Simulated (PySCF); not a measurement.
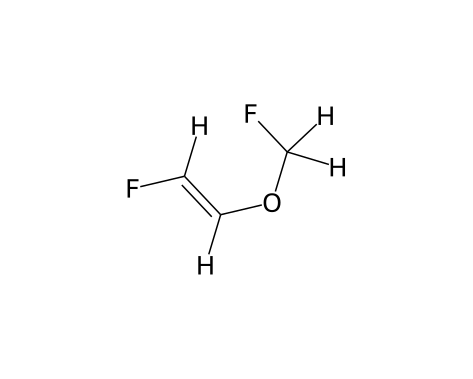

Structural formula above. The computed structure is the end point of a PBE0-D3(BJ)/def2-SVP optimisation. No frequency run is at hand to confirm it as a minimum.

What does the molecule look like in three dimensions?

The molecule is C3H4F2O. Its SMILES string is `F/C=C/OCF`. It has no ring. Among its groups: ether, alkene, C–F bond. Coordination: 2 C trigonal planar; 1 O bent; 1 C tetrahedral.

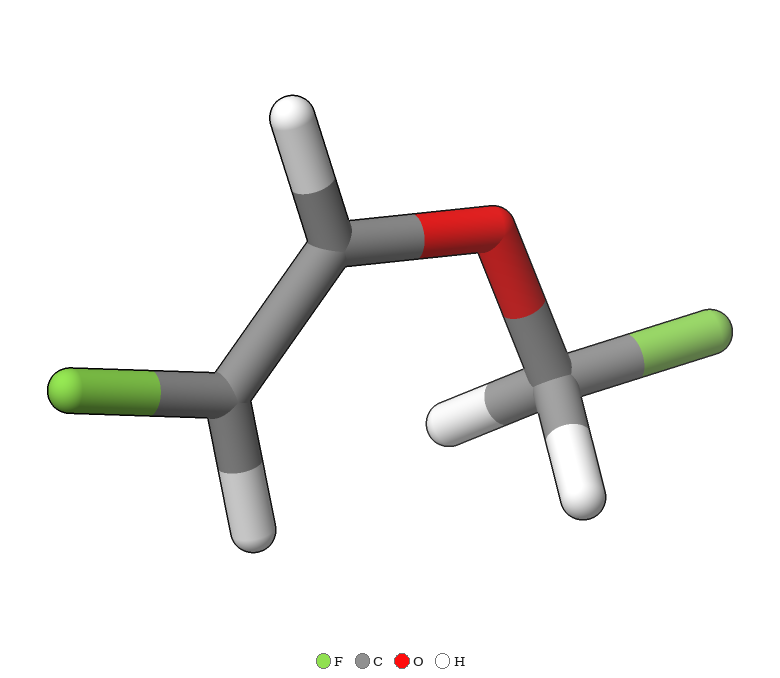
